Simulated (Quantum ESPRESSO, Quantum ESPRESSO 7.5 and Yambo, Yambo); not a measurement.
# PtS2 (1T monolayer): G0W0 with Yambo, start to end

Aim: the G0W0 gap of PtS2 (1T monolayer) on PBE, step by step.

Method: PBE and many-body steps on it, plane waves, in Quantum ESPRESSO 7.5 and Yambo 5.3.0.

### 1. The structure

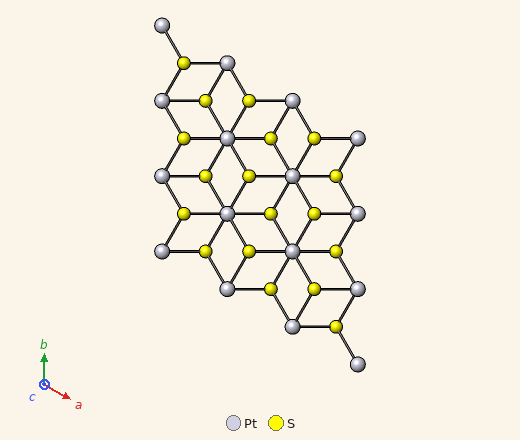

Start, viewed from above; platinum light grey, sulfur yellow. 3×3×1 cells are drawn. Some periodic images of atoms are drawn too.

The cell holds 3 atoms: 1 Pt and 2 S. Its edges and angles: a = 3.574 Å, b = 3.574 Å, c = 15.000 Å, α = 90.0°, β = 90.0°, γ = 120.0°. Vacuum lies along c.

As a file:

```cif
data_structure
_symmetry_space_group_name_H-M 'P 1'
_symmetry_Int_Tables_number 1
_cell_length_a 3.5735
_cell_length_b 3.5735
_cell_length_c 15.0000
_cell_angle_alpha 90.000
_cell_angle_beta 90.000
_cell_angle_gamma 120.000
_cell_volume 165.89
loop_
_atom_site_label
_atom_site_type_symbol
_atom_site_fract_x
_atom_site_fract_y
_atom_site_fract_z
_atom_site_occupancy
Pt1 Pt 0.00000 0.00000 0.50000 1
S2 S 0.33333 0.66667 0.58186 1
S3 S 0.66667 0.33333 0.41814 1
```

The structure was relaxed with PBE. The runs that relaxed it are not among those shown. Spin-orbit coupling is left out unless a step names it.

### 2. Ground state

This step: Quantum ESPRESSO 7.5; DFT, PBE, plane waves, norm-conserving pseudopotentials.

The ground-state density comes first.

File pw.in:

```
&control
  calculation = 'scf'
  prefix = 'x'
  outdir = 'o'
  pseudo_dir = 'pseudo'
/
&system
  ibrav = 0
  nat = 3
  ntyp = 2
  ecutwfc = 76.0
  nbnd = 20
  force_symmorphic = .true.
/
&electrons
  conv_thr = 1e-10
  electron_maxstep = 80
  mixing_beta = 0.5
/
ATOMIC_SPECIES
  Pt 195.08 Pt.upf
  S 32.06 S.upf
CELL_PARAMETERS angstrom
  3.5735367340 0.0000000000 0.0000000000
  -1.7867683670 3.0947735930 0.0000000000
  0.0000000000 0.0000000000 15.0000000000
ATOMIC_POSITIONS crystal
  Pt 0.0000000000 0.0000000000 0.5000000000
  S 0.3333333333 0.6666666667 0.5818567013
  S 0.6666666667 0.3333333333 0.4181432987
K_POINTS automatic
  12 12 1 0 0 0
```

The run is started by

```
$ OMP_NUM_THREADS=1 mpirun -n 4 pw.x -nk 4 -in pw.in > pw.out
```

Output:

```text
Program PWSCF v.7.5 starts

     This program is part of the open-source Quantum ESPRESSO suite
     for quantum simulation of materials; please cite
         "P. Giannozzi et al., J. Phys.:Condens. Matter 21 395502 (2009);
         "P. Giannozzi et al., J. Phys.:Condens. Matter 29 465901 (2017);
         "P. Giannozzi et al., J. Chem. Phys. 152 154105 (2020);
     in publications or presentations arising from this work. More details at
     Message from routine setup:
     using ibrav=0 with symmetry is DISCOURAGED, use correct ibrav instead

     G-vector sticks info

     bravais-lattice index     =            0
     lattice parameter (alat)  =       6.7530  a.u.
     unit-cell volume          =    1119.4765 (a.u.)^3
     number of atoms/cell      =            3
     number of atomic types    =            2
     number of electrons       =        30.00
     number of Kohn-Sham states=           20
     kinetic-energy cutoff     =      76.0000  Ry
     charge density cutoff     =     304.0000  Ry
     scf convergence threshold =      1.0E-10
     mixing beta               =       0.5000
     number of iterations used =            8  plain     mixing
     Exchange-correlation= PBE
                           (   1   4   3   4   0   0   0)

     celldm(1)=   6.753006  celldm(2)=   0.000000  celldm(3)=   0.000000
     celldm(4)=   0.000000  celldm(5)=   0.000000  celldm(6)=   0.000000

     crystal axes: (cart. coord. in units of alat)
               a(1) = (   1.000000   0.000000   0.000000 )
               a(2) = (  -0.500000   0.866025   0.000000 )
               a(3) = (   0.000000   0.000000   4.197522 )

     reciprocal axes: (cart. coord. in units 2 pi/alat)
               b(1) = (  1.000000  0.577350 -0.000000 )
               b(2) = (  0.000000  1.154701  0.000000 )
               b(3) = (  0.000000 -0.000000  0.238236 )
     Pseudo is Norm-conserving + core correction, Zval = 18.0
     Generated using ONCVPSP code by D. R. Hamann
     Using radial grid of 1374 points,  8 beta functions with:
     Pseudo is Norm-conserving + core correction, Zval =  6.0
     Generated using ONCVPSP code by D. R. Hamann
     Using radial grid of 1146 points,  6 beta functions with:
     Pt               18.00   195.08000     Pt( 1.00)
     S                 6.00    32.06000     S ( 1.00)

     12 Sym. Ops., with inversion, found

   Cartesian axes

     site n.     atom                  positions (alat units)
         1        Pt     tau(   1) = (   0.0000000   0.0000000   2.0987611  )
         2        S      tau(   2) = (  -0.0000000   0.5773503   2.4423565  )
         3        S      tau(   3) = (   0.5000000   0.2886751   1.7551658  )

     number of k points=    19
                       cart. coord. in units 2pi/alat
        k(    1) = (   0.0000000   0.0000000   0.0000000), wk =   0.0138889
        k(    2) = (   0.0000000   0.0962250   0.0000000), wk =   0.0833333
        k(    3) = (   0.0000000   0.1924501   0.0000000), wk =   0.0833333
        k(    4) = (   0.0000000   0.2886751   0.0000000), wk =   0.0833333
        k(    5) = (   0.0000000   0.3849002   0.0000000), wk =   0.0833333
        k(    6) = (   0.0000000   0.4811252   0.0000000), wk =   0.0833333
        k(    7) = (   0.0000000  -0.5773503   0.0000000), wk =   0.0416667
        k(    8) = (   0.0833333   0.1443376   0.0000000), wk =   0.0833333
        k(    9) = (   0.0833333   0.2405626   0.0000000), wk =   0.1666667
        k(   10) = (   0.0833333   0.3367877   0.0000000), wk =   0.1666667
     [... 7 further rows ...]
        k(   18) = (   0.2500000   0.5292377   0.0000000), wk =   0.1666667
        k(   19) = (   0.3333333   0.5773503   0.0000000), wk =   0.0277778

     Dense  grid:   100255 G-vectors     FFT dimensions: (  40,  40, 160)

     Initial potential from superposition of free atoms

     starting charge      29.9998, renormalised to      30.0000
     Starting wfcs are   18 randomized atomic wfcs +    2 random wfcs

     per-process dynamical memory:    81.1 Mb

     Self-consistent Calculation

     iteration #  1     ecut=    76.00 Ry     beta= 0.50

     total energy              =    -305.18151069 Ry
     estimated scf accuracy    <       0.49949875 Ry

     iteration #  2     ecut=    76.00 Ry     beta= 0.50

     total energy              =    -305.29408866 Ry
     estimated scf accuracy    <       0.77671354 Ry

     iteration #  3     ecut=    76.00 Ry     beta= 0.50

     total energy              =    -305.41133649 Ry
     estimated scf accuracy    <       0.00572745 Ry

     iteration #  4     ecut=    76.00 Ry     beta= 0.50

     total energy              =    -305.41226926 Ry
     estimated scf accuracy    <       0.00168819 Ry

     iteration #  5     ecut=    76.00 Ry     beta= 0.50

     total energy              =    -305.41252313 Ry
     estimated scf accuracy    <       0.00001035 Ry

     iteration #  6     ecut=    76.00 Ry     beta= 0.50

     total energy              =    -305.41253202 Ry
     estimated scf accuracy    <       0.00000057 Ry

     iteration #  7     ecut=    76.00 Ry     beta= 0.50

     total energy              =    -305.41253221 Ry
     estimated scf accuracy    <       0.00000008 Ry

     iteration #  8     ecut=    76.00 Ry     beta= 0.50

     total energy              =    -305.41253223 Ry
     estimated scf accuracy    <       0.00000002 Ry

     iteration #  9     ecut=    76.00 Ry     beta= 0.50

     total energy              =    -305.41253223 Ry
     estimated scf accuracy    <          8.8E-10 Ry

     iteration # 10     ecut=    76.00 Ry     beta= 0.50

     total energy              =    -305.41253223 Ry
     estimated scf accuracy    <          1.3E-10 Ry

     iteration # 11     ecut=    76.00 Ry     beta= 0.50

     End of self-consistent calculation

          k = 0.0000 0.0000 0.0000 ( 12619 PWs)   bands (ev):

   -99.5270 -53.6731 -53.6731 -53.5680 -14.8772 -12.6541  -6.4167  -6.4167
    -6.0352  -3.7253  -3.7253  -1.6633  -1.5514  -1.1801  -1.1801   2.3041
     2.3041   4.4767   4.9648   5.4783

          k = 0.0000 0.0962 0.0000 ( 12571 PWs)   bands (ev):

   -99.5270 -53.6743 -53.6733 -53.5678 -14.7917 -12.6754  -6.4046  -6.3626
    -5.9577  -3.8585  -3.7978  -2.0739  -1.4183  -1.1376  -0.9849   1.8854
     2.1884   4.6782   5.1941   5.7633

          k = 0.0000 0.1925 0.0000 ( 12560 PWs)   bands (ev):

   -99.5269 -53.6779 -53.6743 -53.5673 -14.5457 -12.7340  -6.3531  -6.2172
    -5.7404  -4.2973  -3.9447  -2.6018  -1.1482  -1.1168  -0.9172   1.1476
     1.9721   5.1528   5.5708   5.9812

          k = 0.0000 0.2887 0.0000 ( 12528 PWs)   bands (ev):

     [... further k-points ...]

     highest occupied, lowest unoccupied level (ev):    -0.8916    0.8753

!    total energy              =    -305.41253223 Ry
     estimated scf accuracy    <          1.1E-11 Ry

     The total energy is the sum of the following terms:
     one-electron contribution =    -938.53832297 Ry
     hartree contribution      =     468.67458137 Ry
     xc contribution           =     -60.14721573 Ry
     ewald contribution        =     224.59842510 Ry

     convergence has been achieved in  11 iterations

     XML data file, charge density, pseudopotentials, collected wavefunctions

=------------------------------------------------------------------------------=
   JOB DONE.
=------------------------------------------------------------------------------=
```

The job ended after 26 s (4 MPI ranks of Arm Neoverse V1, shared host; peak memory 0.59 GiB; 1.8 min of CPU time).

Numbers from this step:

```yaml
total_energy: -4155.3492 eV
gap: 1.767 eV
k_of_the_valence_top: 0.1667, 0.1667, 0
k_of_the_conduction_bottom: 0, 0.25, 0
least_direct_gap: 1.907 eV
```

The gap is indirect, with the least direct gap 0.14 eV higher.

### 3. Bands along the symmetry lines

The cheap functional maps the bands first; the places of the edges decide which points the dearer methods must see.

File pw.in:

```
&control
  calculation = 'bands'
  prefix = 'x'
  outdir = 'o'
  pseudo_dir = 'pseudo'
/
&system
  ibrav = 0
  nat = 3
  ntyp = 2
  ecutwfc = 76.0
  nbnd = 21
  force_symmorphic = .true.
/
&electrons
  conv_thr = 1e-9
  electron_maxstep = 80
  diago_full_acc = .true.
  diago_thr_init = 5e-6
/
ATOMIC_SPECIES
  Pt 195.08 Pt.upf
  S 32.06 S.upf
CELL_PARAMETERS angstrom
  3.5735367340 0.0000000000 0.0000000000
  -1.7867683670 3.0947735930 0.0000000000
  0.0000000000 0.0000000000 15.0000000000
ATOMIC_POSITIONS crystal
  Pt 0.0000000000 0.0000000000 0.5000000000
  S 0.3333333333 0.6666666667 0.5818567013
  S 0.6666666667 0.3333333333 0.4181432987
K_POINTS crystal
  25
  0.00000000 0.00000000 0.00000000 1
  0.06250000 0.00000000 0.00000000 1
  0.12500000 0.00000000 0.00000000 1
  0.18750000 0.00000000 0.00000000 1
  0.25000000 0.00000000 0.00000000 1
  0.31250000 0.00000000 0.00000000 1
  0.37500000 0.00000000 0.00000000 1
  0.43750000 0.00000000 0.00000000 1
  0.50000000 0.00000000 0.00000000 1
  0.47916667 0.04166667 0.00000000 1
  0.45833333 0.08333333 0.00000000 1
  0.43750000 0.12500000 0.00000000 1
  0.41666666 0.16666666 0.00000000 1
  0.39583333 0.20833333 0.00000000 1
  0.37500000 0.25000000 0.00000000 1
  0.35416666 0.29166666 0.00000000 1
  0.33333333 0.33333333 0.00000000 1
  0.29166666 0.29166666 0.00000000 1
  0.25000000 0.25000000 0.00000000 1
  0.20833333 0.20833333 0.00000000 1
  0.16666666 0.16666666 0.00000000 1
  0.12500000 0.12500000 0.00000000 1
  0.08333333 0.08333333 0.00000000 1
  0.04166667 0.04166667 0.00000000 1
  0.00000000 0.00000000 0.00000000 1
```

Output:

```text
[banner, memory and clock lines left out]
Program PWSCF v.7.5 starts

     Atomic positions and unit cell read from directory:
     o/x.save/

     Message from routine setup:
     using ibrav=0 with symmetry is DISCOURAGED, use correct ibrav instead

     G-vector sticks info

     bravais-lattice index     =            0
     lattice parameter (alat)  =       6.7530  a.u.
     unit-cell volume          =    1119.4765 (a.u.)^3
     number of atoms/cell      =            3
     number of atomic types    =            2
     number of electrons       =        30.00
     number of Kohn-Sham states=           21
     kinetic-energy cutoff     =      76.0000  Ry
     charge density cutoff     =     304.0000  Ry
     Exchange-correlation= PBE
                           (   1   4   3   4   0   0   0)

     celldm(1)=   6.753006  celldm(2)=   0.000000  celldm(3)=   0.000000
     celldm(4)=   0.000000  celldm(5)=   0.000000  celldm(6)=   0.000000

     crystal axes: (cart. coord. in units of alat)
               a(1) = (   1.000000   0.000000   0.000000 )
               a(2) = (  -0.500000   0.866025   0.000000 )
               a(3) = (   0.000000   0.000000   4.197522 )

     reciprocal axes: (cart. coord. in units 2 pi/alat)
               b(1) = (  1.000000  0.577350 -0.000000 )
               b(2) = (  0.000000  1.154701  0.000000 )
               b(3) = (  0.000000 -0.000000  0.238236 )
     Pseudo is Norm-conserving + core correction, Zval = 18.0
     Generated using ONCVPSP code by D. R. Hamann
     Using radial grid of 1374 points,  8 beta functions with:
     Pseudo is Norm-conserving + core correction, Zval =  6.0
     Generated using ONCVPSP code by D. R. Hamann
     Using radial grid of 1146 points,  6 beta functions with:
     Pt               18.00   195.08000     Pt( 1.00)
     S                 6.00    32.06000     S ( 1.00)

     12 Sym. Ops., with inversion, found

   Cartesian axes

     site n.     atom                  positions (alat units)
         1        Pt     tau(   1) = (   0.0000000   0.0000000   2.0987611  )
         2        S      tau(   2) = (  -0.0000000   0.5773503   2.4423565  )
         3        S      tau(   3) = (   0.5000000   0.2886751   1.7551658  )

     number of k points=    25
                       cart. coord. in units 2pi/alat
        k(    1) = (   0.0000000   0.0000000   0.0000000), wk =   0.0800000
        k(    2) = (   0.0625000   0.0360844   0.0000000), wk =   0.0800000
        k(    3) = (   0.1250000   0.0721688   0.0000000), wk =   0.0800000
[...]
[... 13 further rows ...]
        k(   24) = (   0.0416667   0.0721688   0.0000000), wk =   0.0800000
        k(   25) = (   0.0000000   0.0000000   0.0000000), wk =   0.0800000

     Dense  grid:   100255 G-vectors     FFT dimensions: (  40,  40, 160)

     The potential is recalculated from file :
     o/x.save/charge-density

     Starting wfcs are   18 randomized atomic wfcs +    3 random wfcs

     Band Structure Calculation

     End of band structure calculation

          k = 0.0000 0.0000 0.0000 ( 12619 PWs)   bands (ev):

   -99.5269 -53.6730 -53.6730 -53.5679 -14.8772 -12.6541  -6.4167  -6.4167
    -6.0351  -3.7253  -3.7253  -1.6633  -1.5514  -1.1800  -1.1800   2.3042
     2.3042   4.4767   4.9648   5.4783   5.8051

          k = 0.0625 0.0361 0.0000 ( 12589 PWs)   bands (ev):

   -99.5269 -53.6737 -53.6732 -53.5678 -14.8289 -12.6662  -6.4102  -6.3859
[...]
2.2358   4.5936   5.1105   5.6432   5.9025

          k = 0.1250 0.0722 0.0000 ( 12568 PWs)   bands (ev):

[...]
2.0775   4.8948   5.3757   5.9942   6.1831

[...]
k = 0.0417 0.0722 0.0000 ( 12589 PWs)   bands (ev):

[...]
2.2061   4.6307   5.1488   5.6993   5.9342

          k = 0.0000 0.0000 0.0000 ( 12619 PWs)   bands (ev):

   -99.5269 -53.6730 -53.6730 -53.5679 -14.8772 -12.6541  -6.4167  -6.4167
    -6.0351  -3.7253  -3.7253  -1.6633  -1.5514  -1.1800  -1.1800   2.3042
     2.3042   4.4767   4.9648   5.4783   5.8051

     XML data file, pseudopotentials, collected wavefunctions
```

It took 14 s on 4 MPI ranks; peak memory 0.41 GiB; 54 s of CPU time.

Numbers from this step:

```yaml
gap: 1.767 eV
k_of_the_valence_top: 0.1667, 0.1667, 0
k_of_the_conduction_bottom: 0.25, 0, 0
least_direct_gap: 1.907 eV
```

The gap is 1.767 eV, as in the run before at this level.

The electronic bands at the labelled points (eV, zero at the top of the highest filled band):

```csv
point,band 12,band 13,band 14,band 15,band 16,band 17,band 18,band 19
Γ,-0.77,-0.66,-0.29,-0.29,3.20,3.20,5.37,5.86
M,-2.10,-2.02,-1.67,-1.37,2.79,2.98,5.52,6.76
K,-2.44,-2.23,-0.71,-0.71,2.15,2.15,6.86,8.97
Γ,-0.77,-0.66,-0.29,-0.29,3.20,3.20,5.37,5.86
```

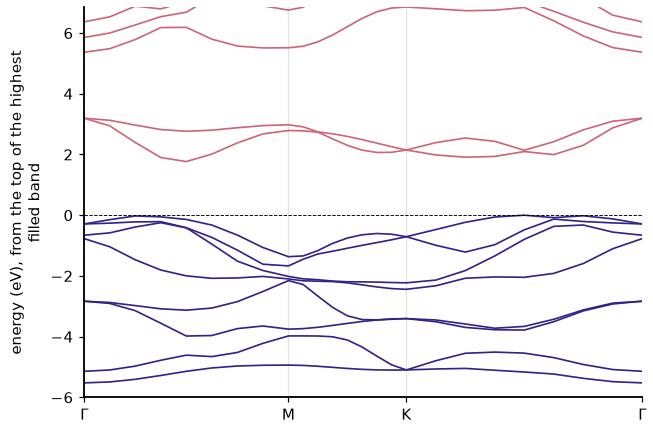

Electronic bands along the path; lines of filled and empty bands in two colours.

### 4. Empty states on the mesh, 6×6×1 mesh, 92 bands

The sums over transitions need many empty states on a uniform mesh; this step solves for them.

File pw.in:

```
&control
  calculation = 'nscf'
  prefix = 'x'
  outdir = 'o'
  pseudo_dir = 'pseudo'
/
&system
  ibrav = 0
  nat = 3
  ntyp = 2
  ecutwfc = 76.0
  nbnd = 92
  force_symmorphic = .true.
/
&electrons
  conv_thr = 1e-9
  electron_maxstep = 80
  diago_full_acc = .true.
  diago_thr_init = 5e-6
/
ATOMIC_SPECIES
  Pt 195.08 Pt.upf
  S 32.06 S.upf
CELL_PARAMETERS angstrom
  3.5735367340 0.0000000000 0.0000000000
  -1.7867683670 3.0947735930 0.0000000000
  0.0000000000 0.0000000000 15.0000000000
ATOMIC_POSITIONS crystal
  Pt 0.0000000000 0.0000000000 0.5000000000
  S 0.3333333333 0.6666666667 0.5818567013
  S 0.6666666667 0.3333333333 0.4181432987
K_POINTS automatic
  6 6 1 0 0 0
```

Output:

```text
[banner, memory and clock lines left out]
Program PWSCF v.7.5 starts

     Atomic positions and unit cell read from directory:
     o/x.save/

     Message from routine setup:
     using ibrav=0 with symmetry is DISCOURAGED, use correct ibrav instead

     G-vector sticks info

     bravais-lattice index     =            0
     lattice parameter (alat)  =       6.7530  a.u.
     unit-cell volume          =    1119.4765 (a.u.)^3
     number of atoms/cell      =            3
     number of atomic types    =            2
     number of electrons       =        30.00
     number of Kohn-Sham states=           92
     kinetic-energy cutoff     =      76.0000  Ry
     charge density cutoff     =     304.0000  Ry
     Exchange-correlation= PBE
                           (   1   4   3   4   0   0   0)

     celldm(1)=   6.753006  celldm(2)=   0.000000  celldm(3)=   0.000000
     celldm(4)=   0.000000  celldm(5)=   0.000000  celldm(6)=   0.000000

     crystal axes: (cart. coord. in units of alat)
               a(1) = (   1.000000   0.000000   0.000000 )
               a(2) = (  -0.500000   0.866025   0.000000 )
               a(3) = (   0.000000   0.000000   4.197522 )

     reciprocal axes: (cart. coord. in units 2 pi/alat)
               b(1) = (  1.000000  0.577350 -0.000000 )
               b(2) = (  0.000000  1.154701  0.000000 )
               b(3) = (  0.000000 -0.000000  0.238236 )
     Pseudo is Norm-conserving + core correction, Zval = 18.0
     Generated using ONCVPSP code by D. R. Hamann
     Using radial grid of 1374 points,  8 beta functions with:
     Pseudo is Norm-conserving + core correction, Zval =  6.0
     Generated using ONCVPSP code by D. R. Hamann
     Using radial grid of 1146 points,  6 beta functions with:
     Pt               18.00   195.08000     Pt( 1.00)
     S                 6.00    32.06000     S ( 1.00)

     12 Sym. Ops., with inversion, found

   Cartesian axes

     site n.     atom                  positions (alat units)
         1        Pt     tau(   1) = (   0.0000000   0.0000000   2.0987611  )
         2        S      tau(   2) = (  -0.0000000   0.5773503   2.4423565  )
         3        S      tau(   3) = (   0.5000000   0.2886751   1.7551658  )

     number of k points=     7
                       cart. coord. in units 2pi/alat
        k(    1) = (   0.0000000   0.0000000   0.0000000), wk =   0.0555556
        k(    2) = (   0.0000000   0.1924501   0.0000000), wk =   0.3333333
        k(    3) = (   0.0000000   0.3849002   0.0000000), wk =   0.3333333
        k(    4) = (   0.0000000  -0.5773503   0.0000000), wk =   0.1666667
        k(    5) = (   0.1666667   0.2886751   0.0000000), wk =   0.3333333
        k(    6) = (   0.1666667   0.4811252   0.0000000), wk =   0.6666667
        k(    7) = (   0.3333333   0.5773503   0.0000000), wk =   0.1111111

     Dense  grid:   100255 G-vectors     FFT dimensions: (  40,  40, 160)

     The potential is recalculated from file :
     o/x.save/charge-density

     Starting wfcs are   18 randomized atomic wfcs +   74 random wfcs

     Band Structure Calculation

     End of band structure calculation

          k = 0.0000 0.0000 0.0000 ( 12619 PWs)   bands (ev):

   -99.5269 -53.6730 -53.6730 -53.5679 -14.8772 -12.6541  -6.4167  -6.4167
    -6.0351  -3.7253  -3.7253  -1.6633  -1.5514  -1.1800  -1.1800   2.3042
     2.3042   4.4767   4.9648   5.4783   5.8051   7.4457   7.8605   7.8605
[...]
31.9125  31.9125  32.4681  32.8369

          k = 0.0000 0.1925 0.0000 ( 12560 PWs)   bands (ev):

[...]
32.9307  32.9594  33.1728  33.2717

          k = 0.0000 0.3849 0.0000 ( 12540 PWs)   bands (ev):

[...]
29.2746  29.2887  29.5042  29.5060  30.0552  30.8745  31.0772  31.2220
    31.4940  31.9094  32.1593  32.4024  32.5824  32.9870  33.2268  33.6140
    34.0009  34.0714  34.3191  34.7382

          k = 0.0000-0.5774 0.0000 ( 12518 PWs)   bands (ev):

     [... further k-points ...]

     highest occupied, lowest unoccupied level (ev):    -0.8916    1.1476

     XML data file, pseudopotentials, collected wavefunctions
```

It took 25 s on 4 MPI ranks; peak memory 0.71 GiB; 1.7 min of CPU time.

Numbers from this step:

```
gap                                                           : 2.039 eV
k of the valence top                                          : 0.1667, 0.1667, 0
k of the conduction bottom                                    : 0, 0.1667, 0
least direct gap                                              : 2.065 eV
k points computed                                             : 7
lowest point of the top converged band, above the valence top : 33.73 eV
```

On this mesh the gap is 2.039 eV. The earlier step found 1.767 eV, so this mesh misses an edge.

(Continued in part 2 of 2.)

[Paths, hosts, dates, memory and timing lines, banners, echoed tables and standing remarks are left out of the program output.]

[Logs are printed without paths, hosts, clocks, repeated set-up lines and the standing remarks that a program may print on its own settings, such as how far it seeks lower states.]

[Runs of the session that timed out or met a known fault of the program may be left out.]

[Hosts, paths, dates, database ids (printed as entryN), source tags and the programs' standing remarks are cut or masked in the printed files.]
